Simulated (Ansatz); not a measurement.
# CaMgZnAs2 (built on the sites of a database entry of CaZn2As2): phonons and vibrational spectra, part 2 of 3

Wanted: phonon frequencies of CaMgZnAs2 (built on the sites of a database entry of CaZn2As2) and what follows from them.

Ansatz 0.2.0; DFT PBE, scalar-relativistic, plane waves, norm-conserving pseudopotentials.

So far. Step 3 (Tight relaxation): The largest force component left is 0.38 meV/Å and the pressure is 0.001 GPa, within the tolerances set. The cell now holds 22.44 Å³/atom. The relaxed cell has a = 4.276, c = 7.087 Å (conventional setting).

The structure was built from a prototype and need not be the compound's stable phase.

## (4) Linear response at the zone centre

The zone centre comes first: it holds the modes that light can see, as far as symmetry allows. The response to a homogeneous field gives the Born charges and the dielectric tensor.

Contents of input.yaml:

```yaml
crystal:
  lattice:
    - [4.2759081808, -2.906e-06, 0.0]
    - [-2.1379515737, 3.7030465618, 0.0]
    - [0.0, 0.0, 7.0871332343]
  atoms:
    - { symbol: Ca, position: [0.0, 0.0, 0.0011384031] }
    - { symbol: Mg, position: [0.3333333333, 0.6666666667, 0.6275846746] }
    - { symbol: Zn, position: [0.6666666667, 0.3333333333, 0.3702026875] }
    - { symbol: As, position: [0.3333333333, 0.6666666667, 0.2523437709] }
    - { symbol: As, position: [0.6666666667, 0.3333333333, 0.7487304639] }
kpoints:
  mp_grid: { grid: [6, 6, 4] }
hamiltonian:
  xc: pbe
  pseudopotentials: { kind: nc }
scf:
  occupations: { method: fixed }
output:
  eigenvalues: true
phonons:
  method: dfpt
  dielectric: true
  rigid_motions: translations
```

The run is started by

```
$ ansatz run input.yaml --threads 8 --pin off --max-ram 14336MiB --backend cpu --events-out ev --progress --plain --runs-dir out
```

Numbers of over 12 decimals in the logs are rounded to 6 here.

The program printed:

```text
[...]
Crystal: 5 atoms, lattice volume = 112.217 Å³
Basis set: ecut = 1142.878222 eV, 9849 PW (Γ), exchange–correlation on 96×96×160 points (8 copies of the dense FFT grid, shifted against one another)
Bands: 42, of which v1, the nominal top of the filled ones, is band 35 counted from 1 (34 counted from 0)
Symmetry: 6 space group operations
k-points: 47 of 144 (irreducible under 2 space group operations, time reversal used)
[...]
SCF iter   1: F=—  HF=-14135.419828 eV  |F-HF|=—  |Δ(HF+E_count)|=         —  Δρ=5.59e-2  dr2=7.00e0  ethr=3.10e-3  ⟨swp⟩=9.2  Hψ=9560  notcnv=0  defer=216
[...]
SCF iter  12: F=-14133.696508 eV  HF=-14133.696508 eV  |F-HF|=7.28e-12  |Δ(HF+E_count)|=  3.75e-10  Δρ=1.85e-7  dr2=4.45e-11  ethr=1.00e-12  ⟨swp⟩=22.1  Hψ=19286  notcnv=0
SCF 1 converged in 12 iterations: F = -14133.696508 eV  dr2 = 4.45e-11
  Residual-converged pass: ⟨swp⟩=1.1  Hψ=2168  notcnv=0  max |occ|·‖R‖ = 7.0e-9 eV (tolerance 1.0e-8 eV)  dr2=4.45e-11  max |Δocc| = 0.0e0
DFPT response loops at Γ: preconditioner auto → Resta (q_TF=auto, 2.522 Å⁻¹)  ε∞=9.6 (no band partly filled); β = 1.00, the filter's whole step (`scf.mixing.beta` (0.50) is not read by the response loops at its default; to damp them type it under 1.00, their step now; it binds the ground state too); Broyden in place of MSR1
── the response to a field inside a basis, on 14×14×8 k-points: an SCF that follows is theirs, and a resumed run solves both again ──
Bands: 36, of which v1, the nominal top of the filled ones, is band 35 counted from 1 (34 counted from 0)
k-points: 420
[...]
Eigensolver: Dense (420 Hₖ)
SCF iter   1: F=—  HF=-14133.541147 eV  |F-HF|=—  |Δ(HF+E_count)|=         —  Δρ=5.58e-4  dr2=1.33e-4  ethr=1.00e-1
[...]
SCF iter   5: F=-14133.541165 eV  HF=-14133.541165 eV  |F-HF|=2.48e-8  |Δ(HF+E_count)|=   1.95e-7  Δρ=4.65e-6  dr2=3.77e-8  ethr=6.90e-10
SCF 1 converged in 5 iterations: F = -14133.541165 eV  dr2 = 3.77e-8
[...]
WARN: field response: inside a basis, on 14×14×8 points, no mesh in reach settles it: take ε∞, Z* and everything formed from them with what they may err, as stated (eps_inf_uncertainty, zstar_uncertainty_e), and compare with field_mesh: kpoints on a denser kpoints.mp_grid
WARN: field response: ε∞ stands inside a basis, on 14×14×8 points; the force constants stand on the 6×6×4 k-mesh, whose period is 8.23 times the interband length at k = (0.0000, 0.0000, 0.0000), direct gap 0.646 eV, under 14: take them and everything formed from them as unconverged, and compare with a denser kpoints.mp_grid
SCF converged after 12 iterations
Free energy (F): -14133.696508 eV
[...]
Internal energy: -14133.696508 eV  (E = F + TS)
E sigma→0 (E₀):  -14133.696508 eV
Fermi energy:    8.673063 eV
[...]
--- Band table (eV; the first three rows and the last of 47) ---
  k-point 0: bands = [... 31 lower, 7.5020, 8.6414, 8.6731, 8.6731, 9.3191, 10.6284, 11.2778, 11.6304, ... 3 higher]
  k-point 1: bands = [... 31 lower, 7.6262, 7.6262, 8.4405, 8.4405, 9.7280, 11.0750, 11.6018, 11.6018, ... 3 higher]
  k-point 2: bands = [... 31 lower, 7.8963, 7.8963, 8.0748, 8.0748, 9.8318, 11.1682, 11.5308, 11.5308, ... 3 higher]
  k-point 46: bands = [... 31 lower, 5.9343, 6.3667, 6.9433, 7.2632, 10.7849, 11.2781, 11.9505, 12.4709, ... 3 higher]
--- Phonons (Γ-DFPT): 10 representative perturbations + reference, on 47 of 144 k-points (Σ response iterations 38) ---
  k mesh reduced under 2 symmetry operations, with k and −k counted as one. Each operation leaves every solved perturbation unchanged. A smaller set is not considered because the run solves the response to a homogeneous field
  ASR residual: 1.858e-2 → 0.000e0 eV/Å²; symmetrization residual: 3.305e-4 eV/Å²
  ASR residual per site (eV/Å²): 1.86e-5 1.86e-2 1.56e-4 1.05e-4 1.59e-4
  Γ frequencies (cm⁻¹): 0.00 0.00 0.00 91.24 91.24 134.76 139.89 139.89 162.85 166.85 166.85 186.96 275.01 275.01 282.74
  ε∞ (high-frequency dielectric tensor):
       11.411293     0.000000     0.000000
       -0.000000    11.411293    -0.000000
        0.000000    -0.000000    11.027736
  ε⁰ (static dielectric tensor: ions relaxed, cell fixed):
       18.853806     0.000000    -0.000000
        0.000000    18.853806     0.000000
       -0.000000     0.000000    21.536614
  ε⁰ − ε∞ (ionic part):
        7.442513     0.000000    -0.000000
        0.000000     7.442513     0.000000
       -0.000000     0.000000    10.508878
  softest optical mode at Γ: 91.24 cm⁻¹; the repairs (sum rule, projections) moved no ω² at Γ by more than (16.23 cm⁻¹)²
  Born effective charges Z* (e; rows j = field, columns β = displacement):
    site 0:
         2.37344   -0.00000    0.00000
         0.00000    2.37344    0.00000
        -0.00000    0.00000    3.15078
    site 1:
         1.78918   -0.00000    0.00000
         0.00000    1.78918   -0.00000
         0.00000   -0.00000    1.49324
    site 2:
         2.07919   -0.00000    0.00000
         0.00000    2.07919   -0.00000
         0.00000   -0.00000    1.73977
    site 3:
        -3.38942    0.00000   -0.00000
        -0.00000   -3.38942    0.00000
        -0.00000    0.00000   -2.98168
    site 4:
        -2.85239    0.00000   -0.00000
         0.00000   -2.85239    0.00000
         0.00000    0.00000   -3.40211
  Z* charge neutrality: 1.840e-2 e pre-enforcement
  solved inside a basis spanned on kpoints, on 14×14×8 k-points transformed towards the longest dipole, which do not settle them: ε∞ is read to err by 1.5e-1, Z* by 1.4e-1 e (field_mesh: kpoints solves on kpoints); Z* is corrected for what the basis lacks
  optical modes at Γ without the LO–TO term, one row a degenerate level:
      ω (cm⁻¹)  modes    IR ((D/Å)²/amu)
         91.24      2             0.0243
        134.76      1             4.8214
        139.89      2             0.5985
        162.85      1             1.5434
        166.85      2            17.2529
        186.96      1             7.3714
        275.01      2             9.8238
        282.74      1             1.4649
  optical modes at Γ + LO–TO along q̂ = [1.0000, 0.0000, 0.0000]:
      ω (cm⁻¹)  modes    IR ((D/Å)²/amu)
         91.24      1             0.0122
         91.29      1             0.0034
        134.76      1             4.8214
        139.89      1             0.2993
        140.50      1             0.0347
        162.85      1             1.5434
        166.85      1             8.6265
        186.96      1             7.3714
[...]
optical modes at Γ + LO–TO along q̂ = [0.0000, 1.0000, 0.0000]:
      ω (cm⁻¹)  modes    IR ((D/Å)²/amu)
[...]
199.46      1             5.5427
        275.01      1             4.9119
        282.74      1             1.4649
        294.23      1             8.2690
  optical modes at Γ + LO–TO along q̂ = [0.0000, 0.0000, 1.0000]:
      ω (cm⁻¹)  modes    IR ((D/Å)²/amu)
         91.24      2             0.0243
        139.89      2             0.5985
        146.52      1             0.6213
        166.85      2            17.2529
        166.92      1             0.3187
        228.22      1            10.0317
        275.01      2             9.8238
        290.45      1             4.2294
```

The job ended after 8.6 min (8 threads of Arm Neoverse N1, shared host; peak memory 7.1 GiB; 67 min of CPU time).

In the SCF lines HF is the Harris–Foulkes energy and dr2 the Hartree energy of the density residual, in eV; the loop may stop once dr2 is under the threshold and the program's other checks hold. Hψ counts applications of the Hamiltonian.

This step gave:

```yaml
sum_rule_residual_before_enforcement: 0.01858 eV/Å²
miss_of_the_charge_sum_rule: 0.01840 e
estimated_error_of_the_dielectric_tensor: 0.1457
estimated_error_of_the_born_charges: 0.1394 e
point_group: 3m
highest_optical_mode_at_the_zone_centre_no_lo_to_term: 282.7 cm⁻¹
lowest_optical_zone_centre_mode: 91.24 cm⁻¹
mean_high_frequency_dielectric_constant: 11.28
largest_born_charge_third_of_the_trace: -3.254 e
mean_static_dielectric_constant: 19.75
top_of_the_zone_centre_spectrum_with_the_field: 294.2 cm⁻¹
```

Without the LO-TO term. Patterns of degenerate modes are one choice out of their space. Modes at Γ, with each element's share of the kinetic energy:

| mode | frequency (cm⁻¹) | symmetry | Ca % | Mg % | Zn % | As % |
| --- | --- | --- | --- | --- | --- | --- |
| 1 | 0.0 | acoustic | 14 | 9 | 23 | 54 |
| 2 | 0.0 | acoustic | 14 | 9 | 23 | 54 |
| 3 | 0.0 | acoustic | 14 | 9 | 23 | 54 |
| 4 | 91.2 | E | 2 | 10 | 23 | 65 |
| 5 | 91.2 | E | 2 | 10 | 23 | 65 |
| 6 | 134.8 | A1 | 2 | 4 | 67 | 28 |
| 7 | 139.9 | E | 63 | 3 | 21 | 12 |
| 8 | 139.9 | E | 63 | 3 | 21 | 12 |
| 9 | 162.8 | A1 | 5 | 4 | 1 | 89 |
| 10 | 166.8 | E | 20 | 0 | 32 | 48 |
| 11 | 166.8 | E | 20 | 0 | 32 | 48 |
| 12 | 187.0 | A1 | 67 | 4 | 8 | 21 |
| 13 | 275.0 | E | 0 | 78 | 0 | 22 |
| 14 | 275.0 | E | 0 | 78 | 0 | 22 |
| 15 | 282.7 | A1 | 11 | 79 | 1 | 8 |

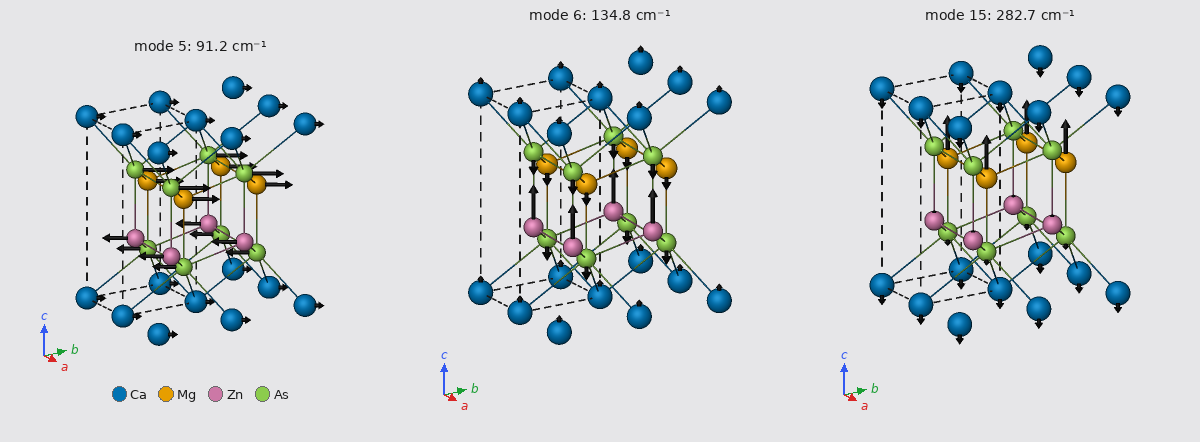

Displacement patterns of modes 5, 6 and 15 at Γ; arrows are exaggerated. Bonds to atoms that aren't drawn are left out. 2×2×1 cells are drawn. Some periodic images of atoms are drawn too.

High-frequency dielectric tensor, which the program warns is not settled by the k meshes in reach. Tensor:

|  | x | y | z |
| --- | --- | --- | --- |
| x | 11.41 | 0 | 0 |
| y | 0 | 11.41 | 0 |
| z | 0 | 0 | 11.03 |

Static dielectric tensor, which the program warns is not settled by the k meshes in reach. Tensor:

|  | x | y | z |
| --- | --- | --- | --- |
| x | 18.85 | 0 | 0 |
| y | 0 | 18.85 | 0 |
| z | 0 | 0 | 21.54 |

Optical modes at the zone centre, without and with the macroscopic field of the longitudinal modes; each column is sorted by frequency, so a row need not hold one and the same mode. Modes with and without the field, by row:

| rank among optical modes | no field (cm⁻¹) | q along (1, 0, 0) (cm⁻¹) | q along (0, 0, 1) (cm⁻¹) |
| --- | --- | --- | --- |
| 1 | 91.2 | 91.2 | 91.2 |
| 2 | 91.2 | 91.3 | 91.2 |
| 3 | 134.8 | 134.8 | 139.9 |
| 4 | 139.9 | 139.9 | 139.9 |
| 5 | 139.9 | 140.5 | 146.5 |
| 6 | 162.8 | 162.8 | 166.8 |
| 7 | 166.8 | 166.8 | 166.8 |
| 8 | 166.8 | 187 | 166.9 |
| 9 | 187 | 199.5 | 228.2 |
| 10 | 275 | 275 | 275 |
| 11 | 275 | 282.7 | 275 |
| 12 | 282.7 | 294.2 | 290.4 |

Born charge (rows field, columns displacement) (e), principal values of the symmetric part by kind of site:

| atom | atoms with these values | low | middle | high | mean |
| --- | --- | --- | --- | --- | --- |
| Ca1 | 1 | 2.37 | 2.37 | 3.15 | 2.63 |
| Mg2 | 1 | 1.49 | 1.79 | 1.79 | 1.69 |
| Zn3 | 1 | 1.74 | 2.08 | 2.08 | 1.97 |
| As4 | 1 | -3.39 | -3.39 | -2.98 | -3.25 |
| As5 | 1 | -3.40 | -2.85 | -2.85 | -3.04 |

In full for Ca1:

```
2.37 0.00 0.00
0.00 2.37 0.00
0.00 0.00 3.15
```

Transverse modes. Lines of the infrared spectrum (strongest = 100):

| position (cm⁻¹) | label | relative intensity |
| --- | --- | --- |
| 91 | E | 0.1 |
| 135 | A1 | 28 |
| 140 | E | 3.5 |
| 163 | A1 | 8.9 |
| 167 | E | 100 |
| 187 | A1 | 43 |
| 275 | E | 57 |
| 283 | A1 | 8.5 |

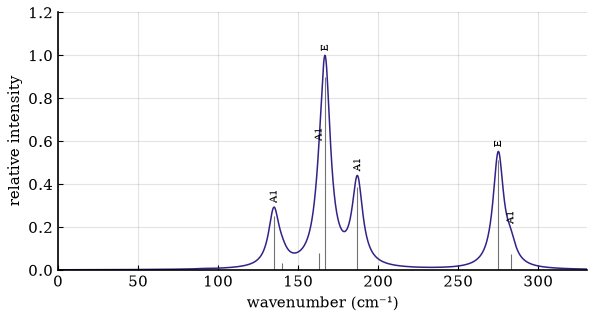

The infrared spectrum, broadened with Lorentzians of width 8 cm⁻¹; bars mark the lines.

Before it was imposed, the acoustic sum rule was missed by 0.019 eV/Å² and the charge sum rule by 0.018 e. Small misses are needed for a sound result but don't prove that mesh and cutoff are converged. The lowest optical mode is real, 91.2 cm⁻¹.

The log warns of the k mesh: “the force constants stand on the 6×6×4 k-mesh, whose period is 8.23 times the interband length at k = (0.0000, 0.0000, 0.0000), direct gap 0.646 eV, under 14: take them and everything formed from them as unconverged”.

[end of part 2 of 3]

[Logs are printed without paths, hosts, clocks, repeated set-up lines and the standing remarks that a program may print on its own settings, such as how far it seeks lower states.]

[Hosts, paths, dates, database ids (printed as entryN), source tags and the programs' standing remarks are cut or masked in the printed files.]
